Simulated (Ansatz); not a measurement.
# BF (SMILES [B]F) at 5 levels

Aim: a comparison of 5 runs (B2PLYP/STO-3G, SVWN5/STO-3G, MP2/STO-3G, CCSDT(Q)/STO-3G, CCSD/STO-3G) of BF. 

The results are computed with Ansatz 0.2.0.

35 further runs of the same task are left out: 1 that didn't finish, 34 set aside as unsound or not needed.

### Step 1. The structure to begin with

BF: 2 atoms, total charge 0, spin state singlet. SMILES: `[B]F`. The F2–B1 distance was set to 3.158 Å, away from the relaxed value.

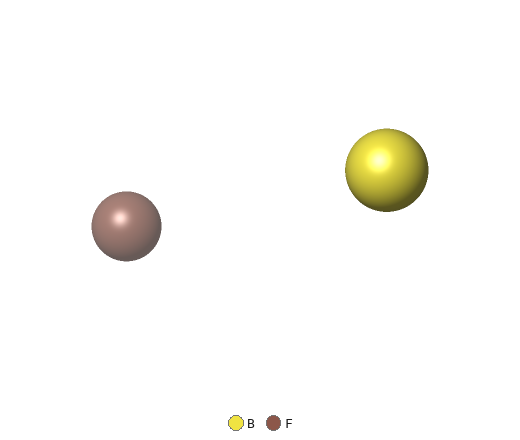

Viewed from a chosen angle; boron yellow, fluorine brown.

### Step 2. A single-point energy at B2PLYP/STO-3G (run 1)

Contents of molecule.yaml:

```yaml
crystal:
  periodic: [false, false, false]
  atoms:
    - {symbol: B, position_ang: [0.000000, -0.000000, -1.903960]}
    - {symbol: F, position_ang: [-0.000000, 0.000000, 1.253740]}
basis:
  gaussian: {orbitals: STO-3G}
total_charge: 0
hamiltonian: {xc: {name: B2PLYP}}
correlation: {frozen_orbitals: {B: 1, F: 1}}
accuracy: high
```

Command:

```sh
$ ansatz run molecule.yaml --threads 1 --pin off --max-ram 3480MiB --events-out events.jsonl --progress --plain --runs-dir runs
```

The log of the run:

```text
Warning: RAYON_NUM_THREADS=1 ignored (pool sized by the plan → 1); use --threads N
Functional definition: B2PLYP
  name "B2PLYP"
  parameter a = 0.53
  parameter c = 0.27
  exchange = (1 - a)*b88_x + a*exact_x
  correlation = (1 - c)*lyp_c + c*(mp2_os + mp2_ss)
142 factors; integrals over basis functions are off by at most 8.5e-9 eV
mean field evaluation 1: about -3320.6446 eV, gradient 5.2e0 eV
mean field evaluation 2: about -3320.6457 eV, gradient 5.2e0 eV
mean field evaluation 4: about -3320.8127 eV, gradient 6.5e0 eV
mean field evaluation 8: about -3320.8127 eV, gradient 6.5e0 eV
mean field evaluation 16: about -3327.7017 eV, gradient 9.9e-5 eV
mean field evaluation 32: about -3327.5141 eV, gradient 3.9e0 eV
mean field evaluation 64: about -3308.9310 eV, gradient 5.7e-1 eV
mean field -3327.70166847 eV, -122.2907807190 hartree, gradient 9.6e-9 eV, S^2 0.000000; 4 other end points of the search recorded, 0 dependent functions left out; unrestricted orbitals would lower it
2 core orbitals not correlated: weight in the atoms' cores, before any rotation towards them, 1.000 or more for the frozen orbitals, at most 0.000 for the correlated occupied ones
reference -3327.70168092 eV, -122.2907811767 hartree; 5, 5 occupied and 3, 3 virtual orbitals, 142 factors
second order -10.20820574 eV of doubles, -0.00000000 eV of singles
Total energy: -3330.45789647 eV, -122.3920702299 hartree
```

Wall time 0.36 s (1 thread of Intel Xeon 6975P-C (Granite Rapids), shared host).

### Step 3. The energy at SVWN5/STO-3G (run 2)

molecule.yaml: that of step 2 with these lines changed.

```diff
@@ -8,4 +8,3 @@
 total_charge: 0
-hamiltonian: {xc: {name: B2PLYP}}
-correlation: {frozen_orbitals: {B: 1, F: 1}}
+hamiltonian: {xc: {name: SVWN5}}
 accuracy: high
```

Command:

```sh
$ ansatz run molecule.yaml --threads 1 --pin off --max-ram 3480MiB --events-out events.jsonl --progress --plain --runs-dir runs
```

The log of the run:

```text
Warning: RAYON_NUM_THREADS=1 ignored (pool sized by the plan → 1); use --threads N
Functional definition: SVWN5
  name "SVWN5"
  exchange = slater_x
  correlation = vwn5_c
142 factors; integrals over basis functions are off by at most 8.5e-9 eV
mean field evaluation 1: about -3297.5615 eV, gradient 9.4e0 eV
mean field evaluation 2: about -2923.7856 eV, gradient 1.6e1 eV
mean field evaluation 4: about -3296.5758 eV, gradient 8.7e0 eV
mean field evaluation 8: about -3307.8878 eV, gradient 4.0e0 eV
mean field evaluation 16: about -3270.0370 eV, gradient 7.0e1 eV
mean field evaluation 32: about -3307.8293 eV, gradient 9.4e-2 eV
mean field evaluation 64: about -3307.8680 eV, gradient 1.3e0 eV
mean field -3307.94249917 eV, -121.5646446404 hartree, gradient 4.2e-8 eV, S^2 0.000000; 4 other end points of the search recorded, 0 dependent functions left out
reference -3307.94250046 eV, -121.5646446881 hartree; 7, 7 occupied and 3, 3 virtual orbitals, 142 factors
Total energy: -3307.94250046 eV, -121.5646446881 hartree
```

It took 0.22 s on 1 thread of Intel Xeon 6975P-C (Granite Rapids), shared host.

Runs 3 to 4 aren't shown in full; the table further down has their settings and results.

### Step 4. The energy at CCSD/STO-3G (run 5)

Contents of molecule.yaml:

```yaml
crystal:
  periodic: [false, false, false]
  atoms:
    - symbol: B
      position_ang: [0.000000, -0.000000, -1.903960]
    - symbol: F
      position_ang: [-0.000000, 0.000000, 1.253740]
basis:
  gaussian:
    orbitals: STO-3G
correlation:
  method: ccsd
  frozen_orbitals: {B: 1, F: 1}
accuracy: high
scf:
  omitted_lower_state_checks: [cluster_reference, increment]
```

Command:

```sh
$ ansatz run molecule.yaml --threads 1 --pin off --max-ram 3480MiB --events-out events.jsonl --progress --plain --runs-dir runs
```

The log of the run:

```text
Warning: RAYON_NUM_THREADS=1 ignored (pool sized by the plan → 1); use --threads N
[... 13 lines left out ...]
2 core orbitals not correlated: weight in the atoms' cores, before any rotation towards them, 1.000 or more for the frozen orbitals, at most 0.000 for the correlated occupied ones
[... 32 lines left out ...]
WARN: these amplitudes may be one of several solutions (largest doubles amplitude 0.98, level shift 16.59 eV)
Total energy: -3324.61073878 eV, -122.1771911480 hartree
Checks for a lower state left out: cluster_reference, increment
```

Wall time 0.1 s (1 thread of Intel Xeon 6975P-C (Granite Rapids), shared host).

### Step 5. Overview of the runs

```tsv
run	level	frozen core orbitals	energy (Eh)	wall time
1	B2PLYP/STO-3G	2	-122.392070	0.36 s
2	SVWN5/STO-3G	–	-121.564645	0.22 s
3	MP2/STO-3G	2	-122.097564	0.08 s
4	CCSDT(Q)/STO-3G	2	-122.176226	0.28 s
5	CCSD/STO-3G	2	-122.177191	0.1 s
```

### Step 6. Results

```
                                          quantity          value
                               run 5: total energy  -122.17719 Eh
run 5: correlation energy (2 core orbitals frozen)     -283.4 mEh
                              run 5: T1 diagnostic          0.096
```

What this shows: Totals of different functionals can't be ranked against each other. In run 5 the T1 diagnostic is large, so a single reference may not serve. In runs 1, 3, 4, 5 the log says that unrestricted orbitals would lower the reference, so the values rest on an unstable closed-shell determinant (other closed-shell runs at this shape may share the fault). In runs 1, 2, 3, 4, 5 the basis is minimal, so the values are rough. All runs together took 1 s, the longest 0.36 s.
